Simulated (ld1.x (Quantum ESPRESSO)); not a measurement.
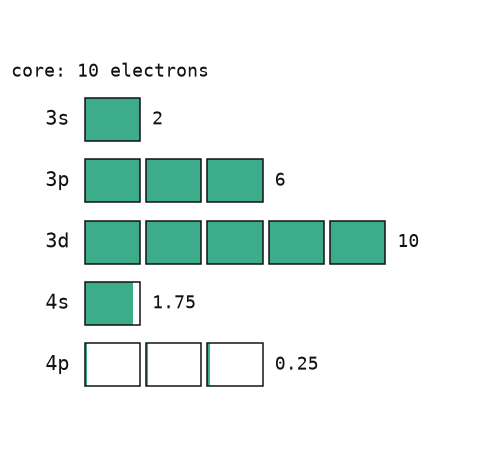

Fig. 1: The valence shells of the reference configuration: a box for each of the 2l + 1 orbitals, shaded by the share of the shell that is filled, with the electron count at the right.

Zn: pseudopotential generation (part 1 of 2)

System: zinc (Zn, Z = 30), core [Ne], reference valence 3s2 3p6 3d10 4s1.75 4p0.25, valence charge 20.
Method: TM potential, PW91, scalar-relativistic, made with ld1.x (Quantum ESPRESSO) 7.5.

### Summary

- outcome: generated
- cutoffs needed: 300 Ry and over 300 Ry (the cutoffs, on a coarse ladder, from which the occupation-weighted sum of valence levels, in a spherical-Bessel basis at the reference potential, stays within 10 and 1 mRy of its value at 400 Ry); ghost states and empty shells don't enter this sum
- ghost test: no ghost state below the valence levels in the p, d, s, f channels (spherical-Bessel basis up to 400 Ry, 20 bohr box)
- largest excitation error: -1131 meV (all-electron minus pseudo) for 3s2 3p6 3d9 4s0 4p0, out of 7 test configurations
- range over which the phases arctan(r u′/u) at the test radius agree within 0.05 rad (a looser test near the poles than one of phase shifts): s: over the whole range computed; p: over the whole range computed; d: over the whole range computed
- hardware: 1 CPU thread, shared host
- wall time: 2.7 s

### Notes

An excitation error of 1131 meV in its own tests makes this a poorly transferable potential.

### Input file
```
 &input
   title='Zn', zed=30., rel=1, dft='PW91', iswitch=3,
   config='[Ar] 3d10 4s1.75 4p0.25',
   nld=3, rlderiv=1.15, eminld=-12.0, emaxld=5.0, deld=0.04
 /
 &inputp
   pseudotype=2, tm=.true., lloc=0,
   nlcc=.true., new_core_ps=.true.,
   file_pseudopw='Zn.UPF', file_wfcaegen='ae.wfc', file_wfcncgen='nc.wfc', file_beta='beta', file_chi='chi'
 /
3
3P  2  1   6.00   0.00  0.90  0.90  0.0
3D  3  2  10.00   0.00  1.05  1.05  0.0
3S  1  0   2.00   0.00  0.60  0.60  0.0
 &test
   configts(1)='3s2 3p6 3d10 4s1.75 4p0.25'
 /
```

### Input of the test run
```
 &input
   title='Zn', zed=30., rel=1, dft='PW91', iswitch=2,
   config='[Ar] 3d10 4s1.75 4p0.25'
 /
 &test
   file_pseudo='Zn.UPF', nconf=8,
   configts(1)='3s2 3p6 3d10 4s1.75 4p0.25',
   configts(2)='3s2 3p6 3d10 4s2 4p0',
   configts(3)='3s2 3p6 3d10 4s1 4p0',
   configts(4)='3s2 3p6 3d10 4s0 4p0',
   configts(5)='3s2 3p6 3d9 4s2 4p0',
   configts(6)='3s2 3p6 3d10 4s0 4p1',
   configts(7)='3s2 3p6 3d9 4s2 4p1',
   configts(8)='3s2 3p6 3d9 4s0 4p0'
 /
```

Run as:
```bash
ld1.x < Zn.in > Zn.out
```

### Output
```
     Program LD1 v.7.5
     --------------------------- All-electron run ----------------------------

     Zn
     scalar relativistic calculation

     atomic number is 30.00
     dft =PW91   lsd =0 sic =0 latt =0  beta=0.20 tr2=1.0E-14
     Exchange-correlation= PW91
                           (   1   4   2   2   0   0   0)
     mesh =1201 r(mesh) =  99.36527 a.u. xmin = -7.00 dx = 0.01250
     1 Ry =  13.60569312 eV, c = 137.03599908

     n l     nl                  e(Ry)          e(Ha)          e(eV)
     1 0     1S 1( 2.00)      -700.3169      -350.1584     -9528.2963
     2 0     2S 1( 2.00)       -85.1984       -42.5992     -1159.1832
     2 1     2P 1( 6.00)       -73.8720       -36.9360     -1005.0792
     3 0     3S 1( 2.00)        -9.5447        -4.7723      -129.8619
     3 1     3P 1( 6.00)        -6.1803        -3.0902       -84.0878
     3 2     3D 1(10.00)        -0.7969        -0.3985       -10.8429
     4 0     4S 1( 1.75)        -0.4748        -0.2374        -6.4598
     4 1     4P 1( 0.25)        -0.1075        -0.0538        -1.4632

     final scf error:  3.2E-15 reached in  25 iterations

     Etot =   -3592.809457 Ry,   -1796.404729 Ha,  -48882.662923 eV

     Ekin =    3649.947074 Ry,    1824.973537 Ha,   49660.059802 eV
     Encl =   -8655.452188 Ry,   -4327.726094 Ha, -117763.426305 eV
     Eh   =    1556.562296 Ry,     778.281148 Ha,   21178.108930 eV
     Exc  =    -143.866640 Ry,     -71.933320 Ha,   -1957.405350 eV

     normalization and overlap integrals

     s(1S/1S) =  1.000000  <r> =   0.0503  <r2> =    0.0034  r(max) =   0.0329
     s(2S/2S) =  1.000000  <r> =   0.2262  <r2> =    0.0604  r(max) =   0.1894
     s(2P/2P) =  1.000000  <r> =   0.1982  <r2> =    0.0482  r(max) =   0.1513
     s(3S/3S) =  1.000000  <r> =   0.6810  <r2> =    0.5362  r(max) =   0.5908
     s(3P/3P) =  1.000000  <r> =   0.7132  <r2> =    0.6015  r(max) =   0.5908
     s(3D/3D) =  1.000000  <r> =   0.9091  <r2> =    1.1233  r(max) =   0.5691
     s(4S/4S) =  1.000000  <r> =   2.6175  <r2> =    8.0509  r(max) =   2.0623
     s(4P/4P) =  1.000000  <r> =   4.3528  <r2> =   23.5694  r(max) =   3.0006

     ------------------------ End of All-electron run ------------------------

     --------------------- Generating NC pseudopotential ---------------------

      Generating local pot.: lloc=0, matching radius rcloc =   0.6000

      Computing core charge for nlcc:

       r > 0.31 : true rho core
      Core charge pseudized with two Bessel functions
      Integrated core pseudo-charge :   9.67

      Wfc   3P  rcut= 0.904  Using Troullier-Martins method

      Wfc   3D  rcut= 1.050  Using Troullier-Martins method

     ------------------- End of pseudopotential generation -------------------

     --------------------------- All-electron run ----------------------------

     Zn
     scalar relativistic calculation

     atomic number is 30.00
     dft =PW91   lsd =0 sic =0 latt =0  beta=0.20 tr2=1.0E-14
     Exchange-correlation= PW91
                           (   1   4   2   2   0   0   0)
     mesh =1201 r(mesh) =  99.36527 a.u. xmin = -7.00 dx = 0.01250
     1 Ry =  13.60569312 eV, c = 137.03599908

     n l     nl                  e(Ry)          e(Ha)          e(eV)
     1 0     1S 1( 2.00)      -700.3169      -350.1584     -9528.2963
     2 0     2S 1( 2.00)       -85.1984       -42.5992     -1159.1832
     2 1     2P 1( 6.00)       -73.8720       -36.9360     -1005.0792
     3 0     3S 1( 2.00)        -9.5447        -4.7723      -129.8619
     3 1     3P 1( 6.00)        -6.1803        -3.0902       -84.0878
     3 2     3D 1(10.00)        -0.7969        -0.3985       -10.8429
     4 0     4S 1( 1.75)        -0.4748        -0.2374        -6.4598
     4 1     4P 1( 0.25)        -0.1075        -0.0538        -1.4632

     final scf error:  3.2E-15 reached in  25 iterations

     Etot =   -3592.809457 Ry,   -1796.404729 Ha,  -48882.662923 eV

     Ekin =    3649.947074 Ry,    1824.973537 Ha,   49660.059802 eV
     Encl =   -8655.452188 Ry,   -4327.726094 Ha, -117763.426305 eV
     Eh   =    1556.562296 Ry,     778.281148 Ha,   21178.108930 eV
     Exc  =    -143.866640 Ry,     -71.933320 Ha,   -1957.405350 eV

     normalization and overlap integrals

     s(1S/1S) =  1.000000  <r> =   0.0503  <r2> =    0.0034  r(max) =   0.0329
     s(2S/2S) =  1.000000  <r> =   0.2262  <r2> =    0.0604  r(max) =   0.1894
     s(2P/2P) =  1.000000  <r> =   0.1982  <r2> =    0.0482  r(max) =   0.1513
     s(3S/3S) =  1.000000  <r> =   0.6810  <r2> =    0.5362  r(max) =   0.5908
     s(3P/3P) =  1.000000  <r> =   0.7132  <r2> =    0.6015  r(max) =   0.5908
     s(3D/3D) =  1.000000  <r> =   0.9091  <r2> =    1.1233  r(max) =   0.5691
     s(4S/4S) =  1.000000  <r> =   2.6175  <r2> =    8.0509  r(max) =   2.0623
     s(4P/4P) =  1.000000  <r> =   4.3528  <r2> =   23.5694  r(max) =   3.0006

     ------------------------ End of All-electron run ------------------------

     Computing logarithmic derivative in   1.15324
     Computing logarithmic derivative in   1.15324
     Computing the partial wave expansion
       no projector for channel:   0
     R is outside the sphere for l=    1 j= 0.00
     R is outside the sphere for l=    2 j= 0.00

     ---------------------- Testing the pseudopotential ----------------------

     Zn
     scalar relativistic calculation

     atomic number is 30.00   valence charge is 20.00
     dft =PW91   lsd =0 sic =0 latt =0  beta=0.20 tr2=1.0E-14
     mesh =1201 r(mesh) =  99.36527 xmin = -7.00 dx = 0.01250

     n l     nl             e AE (Ry)        e PS (Ry)    De AE-PS (Ry)
     1 0     3S   1( 2.00)       -9.54467       -9.54517        0.00050
     2 1     3P   1( 6.00)       -6.18034       -6.18043        0.00009
     3 2     3D   1(10.00)       -0.79694       -0.79695        0.00001
     2 0     4S   1( 1.75)       -0.47479       -0.47842        0.00363
     3 1     4P   1( 0.25)       -0.10754       -0.10799        0.00045

     eps = 3.4E-15  iter = 15

     Etot =   -3592.809457 Ry,   -1796.404729 Ha,  -48882.662923 eV
     Etotps =  -500.233058 Ry,    -250.116529 Ha,   -6806.017472 eV

     Ekin =     266.477162 Ry,     133.238581 Ha,    3625.606488 eV
     Encl =    -972.447774 Ry,    -486.223887 Ha,  -13230.825989 eV
     Ehrt =     397.297934 Ry,     198.648967 Ha,    5405.513769 eV
     Ecxc =     -94.742277 Ry,     -47.371139 Ha,   -1289.034348 eV
     (Ecc =     -49.496093 Ry,     -24.748047 Ha,    -673.428653 eV)
     Epseu=     -96.818103 Ry,     -48.409051 Ha,   -1317.277392 eV

     ---------------------- End of pseudopotential test ----------------------
```

### Output of the test run (extracts)
```
     ---------------------- Testing the pseudopotential ----------------------

     Zn
     scalar relativistic calculation

     atomic number is 30.00   valence charge is 20.00
     dft =PW91   lsd =0 sic =0 latt =0  beta=0.20 tr2=1.0E-14
     mesh =1201 r(mesh) =  99.36527 xmin = -7.00 dx = 0.01250

     n l     nl             e AE (Ry)        e PS (Ry)    De AE-PS (Ry)
     1 0     3S   1( 2.00)       -9.54467       -9.54517        0.00050
     2 1     3P   1( 6.00)       -6.18034       -6.18043        0.00009
     3 2     3D   1(10.00)       -0.79694       -0.79695        0.00001
     2 0     4S   1( 1.75)       -0.47479       -0.47842        0.00363
     3 1     4P   1( 0.25)       -0.10754       -0.10799        0.00045

     eps = 1.8E-15  iter = 17

     Etot =   -3592.809457 Ry,   -1796.404729 Ha,  -48882.662924 eV
     Etotps =  -500.233058 Ry,    -250.116529 Ha,   -6806.017476 eV

     Ekin =     266.477161 Ry,     133.238581 Ha,    3625.606479 eV
     Encl =    -972.447773 Ry,    -486.223887 Ha,  -13230.825980 eV
     Ehrt =     397.297934 Ry,     198.648967 Ha,    5405.513764 eV
     Ecxc =     -94.742277 Ry,     -47.371139 Ha,   -1289.034348 eV
     (Ecc =     -49.496093 Ry,     -24.748047 Ha,    -673.428653 eV)
     Epseu=     -96.818103 Ry,     -48.409051 Ha,   -1317.277392 eV

     ---------------------- End of pseudopotential test ----------------------

     ---------------------- Testing the pseudopotential ----------------------

     Zn
     scalar relativistic calculation

     atomic number is 30.00   valence charge is 20.00
     dft =PW91   lsd =0 sic =0 latt =0  beta=0.20 tr2=1.0E-14
     mesh =1201 r(mesh) =  99.36527 xmin = -7.00 dx = 0.01250

     n l     nl             e AE (Ry)        e PS (Ry)    De AE-PS (Ry)
     1 0     3S   1( 2.00)       -9.49858       -9.49859        0.00001
     2 1     3P   1( 6.00)       -6.13412       -6.13375       -0.00037
     3 2     3D   1(10.00)       -0.75154       -0.75094       -0.00059
     2 0     4S   1( 2.00)       -0.44436       -0.44703        0.00267
     3 1     4P   1( 0.00)       -0.08619       -0.08991        0.00371

     eps = 5.8E-15  iter = 15

     Etot =   -3592.899892 Ry,   -1796.449946 Ha,  -48883.893357 eV
     Etotps =  -500.324073 Ry,    -250.162037 Ha,   -6807.255800 eV
     dEtot_ae =      -0.090435 Ry
     dEtot_ps =      -0.091015 Ry,   Delta E=       0.000580 Ry

     Ekin =     266.310604 Ry,     133.155302 Ha,    3623.340357 eV
     Encl =    -973.340157 Ry,    -486.670079 Ha,  -13242.967481 eV
     Ehrt =     398.201930 Ry,     199.100965 Ha,    5417.813265 eV
     Ecxc =     -94.786019 Ry,     -47.393010 Ha,   -1289.629492 eV
     (Ecc =     -49.496093 Ry,     -24.748047 Ha,    -673.428653 eV)
     Epseu=     -96.710431 Ry,     -48.355216 Ha,   -1315.812449 eV

     ---------------------- End of pseudopotential test ----------------------

     ---------------------- Testing the pseudopotential ----------------------

     Zn
     scalar relativistic calculation

     atomic number is 30.00   valence charge is 20.00
     dft =PW91   lsd =0 sic =0 latt =0  beta=0.20 tr2=1.0E-14
     mesh =1201 r(mesh) =  99.36527 xmin = -7.00 dx = 0.01250

     n l     nl             e AE (Ry)        e PS (Ry)    De AE-PS (Ry)
     1 0     3S   1( 2.00)      -10.21078      -10.22408        0.01330  !
     2 1     3P   1( 6.00)       -6.84737       -6.86000        0.01262  !
     3 2     3D   1(10.00)       -1.46016       -1.47331        0.01315  !
     2 0     4S   1( 1.00)       -1.03419       -1.06145        0.02726  !
     3 1     4P   1( 0.00)       -0.57641       -0.60025        0.02384  !

     eps = 8.4E-15  iter = 15

     Etot =   -3592.167691 Ry,   -1796.083845 Ha,  -48873.931244 eV
     Etotps =  -499.577771 Ry,    -249.788885 Ha,   -6797.101837 eV
     dEtot_ae =       0.641767 Ry
     dEtot_ps =       0.655287 Ry,   Delta E=      -0.013521 Ry

     Ekin =     266.894884 Ry,     133.447442 Ha,    3631.289894 eV
     Encl =    -959.118840 Ry,    -479.559420 Ha,  -13049.476601 eV
     Ehrt =     384.171051 Ry,     192.085525 Ha,    5226.913420 eV
     Ecxc =     -94.261860 Ry,     -47.130930 Ha,   -1282.497944 eV
     (Ecc =     -49.496093 Ry,     -24.748047 Ha,    -673.428653 eV)
     Epseu=     -97.263006 Ry,     -48.631503 Ha,   -1323.330606 eV

     ---------------------- End of pseudopotential test ----------------------

     ---------------------- Testing the pseudopotential ----------------------

     Zn
     scalar relativistic calculation

     atomic number is 30.00   valence charge is 20.00
     dft =PW91   lsd =0 sic =0 latt =0  beta=0.20 tr2=1.0E-14
     mesh =1201 r(mesh) =  99.36527 xmin = -7.00 dx = 0.01250

     n l     nl             e AE (Ry)        e PS (Ry)    De AE-PS (Ry)
     1 0     3S   1( 2.00)      -11.03569      -11.06188        0.02620  !
     2 1     3P   1( 6.00)       -7.67306       -7.69832        0.02526  !
     3 2     3D   1(10.00)       -2.27617       -2.30399        0.02782  !
     2 0     4S   1( 0.00)       -1.70104       -1.75354        0.05250  !
     3 1     4P   1( 0.00)       -1.16265       -1.21517        0.05253  !

     eps = 1.5E-15  iter = 12

     Etot =   -3590.807103 Ry,   -1795.403551 Ha,  -48855.419505 eV
     Etotps =  -498.175469 Ry,    -249.087734 Ha,   -6778.022550 eV
     dEtot_ae =       2.002354 Ry
     dEtot_ps =       2.057589 Ry,   Delta E=      -0.055235 Ry

     Ekin =     267.579188 Ry,     133.789594 Ha,    3640.600323 eV
     Encl =    -942.719443 Ry,    -471.359721 Ha,  -12826.351438 eV
     Ehrt =     368.735842 Ry,     184.367921 Ha,    5016.906707 eV
     Ecxc =     -93.681186 Ry,     -46.840593 Ha,   -1274.597462 eV
     (Ecc =     -49.496093 Ry,     -24.748047 Ha,    -673.428653 eV)
     Epseu=     -98.089871 Ry,     -49.044935 Ha,   -1334.580680 eV

     ---------------------- End of pseudopotential test ----------------------
```

(Continued in part 2.)
